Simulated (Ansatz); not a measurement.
# SnHBrCl4: geometry relaxation (part 2 of 2)

Continued. System: SnHBrCl4. Method: RKS B3LYP/def2-SVP (Ansatz 0.2.0). It belongs to a series of runs on one base structure; here: end point B relaxed.

Trajectory as extended XYZ (Å, eV, eV/Å), 11 frames, from step=1 to step=11:
```
7
Properties=species:S:1:pos:R:3:forces:R:3 step=1 energy=-125969.09313
Sn   -0.5956    0.0000   -0.4721   -0.5430   0.0000   0.0459
Cl    0.1902    0.0000    3.0626   -1.0642   0.0000   0.5402
Cl    1.6730    0.0000    0.1083    0.0140   0.0000  -0.0140
Cl   -0.8800    1.9361   -1.7676    0.0003  -0.0051  -0.0120
Cl   -0.8800   -1.9361   -1.7676    0.0003   0.0051  -0.0120
Br   -2.6694    0.0000    1.0466    0.4491   0.0000  -0.3717
H    -1.1183    0.0000    3.3185    1.1435   0.0000  -0.1763
7
Properties=species:S:1:pos:R:3:forces:R:3 step=2 energy=-125969.19160
Sn   -0.6286    0.0000   -0.5222    0.1827   0.0000  -0.2935
Cl    0.2145    0.0000    3.2559   -0.7952   0.0000   0.2284
Cl    1.6408    0.0000    0.0807   -0.1520   0.0000   0.0684
Cl   -0.8932    1.9464   -1.7997   -0.0112   0.0189  -0.0722
Cl   -0.8932   -1.9464   -1.7997   -0.0112  -0.0189  -0.0722
Br   -2.6172    0.0000    0.9802   -0.0488   0.0000   0.1569
H    -1.1031    0.0000    3.3334    0.8357   0.0000  -0.0157
7
Properties=species:S:1:pos:R:3:forces:R:3 step=3 energy=-125969.25300
Sn   -0.6500    0.0000   -0.6082    0.3221   0.0000  -0.2203
Cl    0.2445    0.0000    3.4487   -0.9847   0.0000   0.0676
Cl    1.5841    0.0000    0.1215   -0.2234   0.0000   0.0095
Cl   -0.9093    1.9489   -1.8822   -0.0042  -0.0174  -0.0701
Cl   -0.9093   -1.9489   -1.8822   -0.0042   0.0174  -0.0701
Br   -2.5611    0.0000    0.9745   -0.1226   0.0000   0.2062
H    -1.0789    0.0000    3.3565    1.0170   0.0000   0.0772
7
Properties=species:S:1:pos:R:3:forces:R:3 step=4 energy=-125969.30087
Sn   -0.6647    0.0000   -0.6922    0.1000   0.0000   0.0152
Cl    0.2564    0.0000    3.6438   -1.0567   0.0000  -0.0714
Cl    1.5329    0.0000    0.1343   -0.2006   0.0000  -0.0060
Cl   -0.9155    1.9275   -2.0011   -0.0150  -0.0307  -0.0115
Cl   -0.9155   -1.9275   -2.0011   -0.0150   0.0307  -0.0115
Br   -2.5150    0.0000    0.9986    0.0924   0.0000  -0.0594
H    -1.0586    0.0000    3.4464    1.0950   0.0000   0.1446
7
Properties=species:S:1:pos:R:3:forces:R:3 step=5 energy=-125969.34632
Sn   -0.6743    0.0000   -0.7859   -0.1862   0.0000   0.0767
Cl    0.2705    0.0000    3.8433   -0.0391   0.0000   0.0411
Cl    1.4392    0.0000    0.1886    0.1122   0.0000   0.0203
Cl   -0.9291    1.9143   -2.1057    0.0138   0.0121  -0.0327
Cl   -0.9291   -1.9143   -2.1057    0.0138  -0.0121  -0.0327
Br   -2.4718    0.0000    0.9542    0.0245   0.0000  -0.0519
H    -0.9854    0.0000    3.5398    0.0609   0.0000  -0.0208
7
Properties=species:S:1:pos:R:3:forces:R:3 step=6 energy=-125969.35032
Sn   -0.6998    0.0000   -0.7595   -0.0950   0.0000  -0.1487
Cl    0.2642    0.0000    3.9600   -0.1750   0.0000  -0.0579
Cl    1.4397    0.0000    0.1536    0.0972   0.0000   0.1337
Cl   -0.9148    1.9013   -2.1066   -0.0284   0.0301   0.0010
Cl   -0.9148   -1.9013   -2.1066   -0.0284  -0.0301   0.0010
Br   -2.5275    0.0000    0.9412    0.0506   0.0000   0.0224
H    -0.9270    0.0000    3.4465    0.1789   0.0000   0.0485
7
Properties=species:S:1:pos:R:3:forces:R:3 step=7 energy=-125969.35681
Sn   -0.7064    0.0000   -0.7859   -0.0639   0.0000  -0.0987
Cl    0.2642    0.0000    4.0319   -0.2763   0.0000  -0.1320
Cl    1.4057    0.0000    0.1954    0.0789   0.0000   0.0730
Cl   -0.9220    1.9035   -2.1303   -0.0095   0.0123   0.0041
Cl   -0.9220   -1.9035   -2.1303   -0.0095  -0.0123   0.0041
Br   -2.5165    0.0000    0.9300    0.0022   0.0000   0.0324
H    -0.8831    0.0000    3.4178    0.2782   0.0000   0.1171
7
Properties=species:S:1:pos:R:3:forces:R:3 step=8 energy=-125969.36196
Sn   -0.7010    0.0000   -0.7973   -0.0286   0.0000  -0.0295
Cl    0.1890    0.0000    4.1178    0.1629   0.0000   0.1307
Cl    1.4251    0.0000    0.1660    0.0189   0.0000   0.0373
Cl   -0.9416    1.9085   -2.1297   -0.0044   0.0012  -0.0002
Cl   -0.9416   -1.9085   -2.1297   -0.0044  -0.0012  -0.0002
Br   -2.4747    0.0000    0.9603    0.0118   0.0000   0.0054
H    -0.8351    0.0000    3.3412   -0.1561   0.0000  -0.1435
7
Properties=species:S:1:pos:R:3:forces:R:3 step=9 energy=-125969.36424
Sn   -0.7077    0.0000   -0.7864    0.0055   0.0000  -0.0423
Cl    0.1681    0.0000    4.1369   -0.1540   0.0000  -0.1393
Cl    1.4096    0.0000    0.2010   -0.0031   0.0000   0.0179
Cl   -0.9424    1.9070   -2.1220   -0.0009  -0.0001   0.0052
Cl   -0.9424   -1.9070   -2.1220   -0.0009   0.0001   0.0052
Br   -2.4816    0.0000    0.9686   -0.0035   0.0000   0.0197
H    -0.7835    0.0000    3.2525    0.1568   0.0000   0.1334
7
Properties=species:S:1:pos:R:3:forces:R:3 step=10 energy=-125969.36526
Sn   -0.7075    0.0000   -0.7882   -0.0018   0.0000   0.0026
Cl    0.1510    0.0000    4.1387   -0.0617   0.0000  -0.0576
Cl    1.4053    0.0000    0.2108   -0.0058   0.0000  -0.0004
Cl   -0.9451    1.9098   -2.1189    0.0013  -0.0063   0.0019
Cl   -0.9451   -1.9098   -2.1189    0.0013   0.0063   0.0019
Br   -2.4714    0.0000    0.9799   -0.0009   0.0000  -0.0062
H    -0.7672    0.0000    3.2251    0.0675   0.0000   0.0578
7
Properties=species:S:1:pos:R:3:forces:R:3 step=11 energy=-125969.36565
Sn   -0.7124    0.0000   -0.7852   -0.0173   0.0000   0.0037
Cl    0.1470    0.0000    4.1442    0.0022   0.0000   0.0040
Cl    1.3932    0.0000    0.2270    0.0087   0.0000   0.0066
Cl   -0.9421    1.9086   -2.1175    0.0009   0.0052  -0.0045
Cl   -0.9421   -1.9086   -2.1175    0.0009  -0.0052  -0.0045
Br   -2.4847    0.0000    0.9741    0.0048   0.0000  -0.0032
H    -0.7390    0.0000    3.2035   -0.0001   0.0000  -0.0021
```

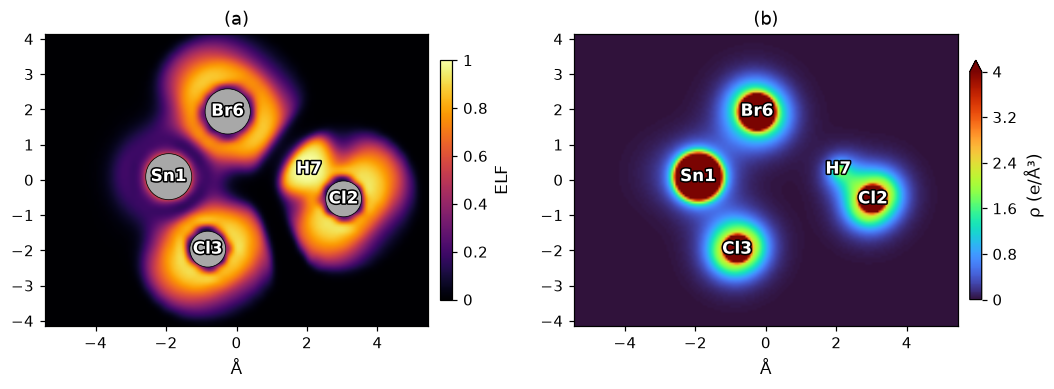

Fig. 1: (a) electron localisation function; (b) total electron density on the plane of atoms Cl3, Sn1 and Br6. Grey discs, where drawn, cover atomic cores. Atoms in the plane: Sn, Cl, Br and H. Sn–Br (2.50 Å): ρ is about 0.5 e/Å³ halfway; the ELF peaks at about 0.75 in the valence shell of Br, 1.0 Å from its nucleus, and drops to about 0.15 between the two atoms. Cl–H (1.29 Å): ρ at the midpoint is about 1.9 e/Å³, with its minimum of 1.6 e/Å³ about 0.9 Å from Cl; the ELF climbs to about 1 towards the hydrogen, as it does in any bond to H.

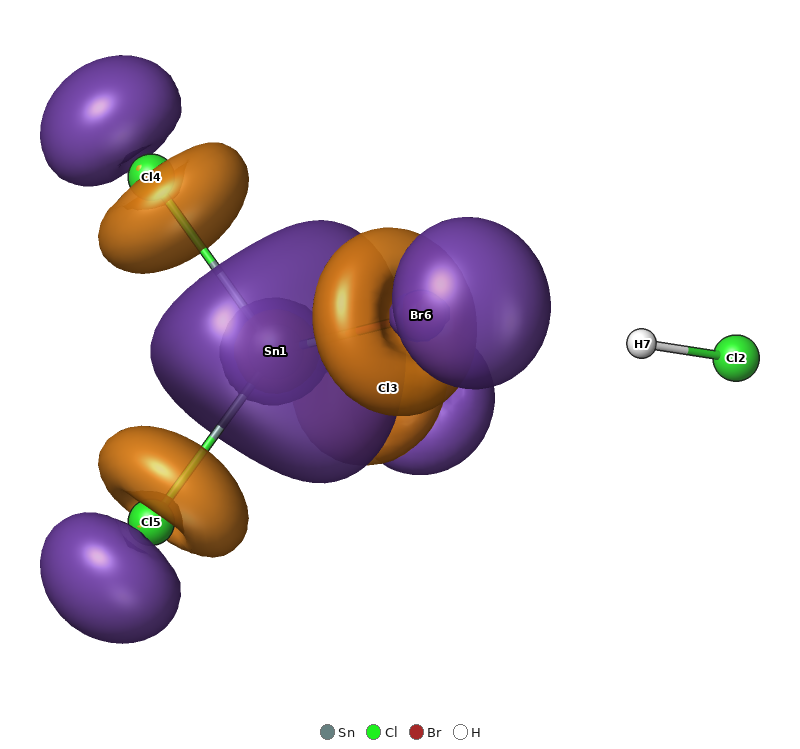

Fig. 2: The LUMO at ±0.1 Å⁻³ᐟ² (orange and purple are the two phases), seen from the side. It lies mainly on Sn1 (30 %), Br6 (20 %), Cl3 (15 %), Cl4 (15 %) and Cl5 (15 %). Its energy is −4.08 eV.

The run was set up as follows.

Input:
```yaml
crystal:
  periodic: [false, false, false]
  atoms:
    - { symbol: Sn, position_ang: [-0.595584, 0.0, -0.472105] }
    - { symbol: Cl, position_ang: [0.19019, 0.0, 3.062574] }
    - { symbol: Cl, position_ang: [1.673013, 0.0, 0.108329] }
    - { symbol: Cl, position_ang: [-0.879958, 1.9361, -1.767642] }
    - { symbol: Cl, position_ang: [-0.879958, -1.9361, -1.767642] }
    - { symbol: Br, position_ang: [-2.669428, 0.0, 1.046633] }
    - { symbol: H, position_ang: [-1.118274, 0.0, 3.318451] }
basis:
  gaussian: { orbitals: def2-SVP }
hamiltonian:
  xc: b3lyp
relax:
  f_tol: 0.03
  max_steps: 50
output:
  orbitals: {}
```

Launch command:
```bash
ansatz run input.yaml --threads 4 --pin off --max-ram 5120MiB --backend cpu --events-out ev --progress --plain --runs-dir out
```

Results in brief:

- outcome: converged
- total energy: −125969.3659 eV
- mean-field energy: −125969.3659 eV
- largest force (length of the vector) at the end: 0.018 eV/Å
- hardware: 4 threads of Arm Neoverse N1, 24 GiB of memory available, shared host
- wall time: 70 s (CPU time 4.3 min)
- peak memory: 0.45 GiB
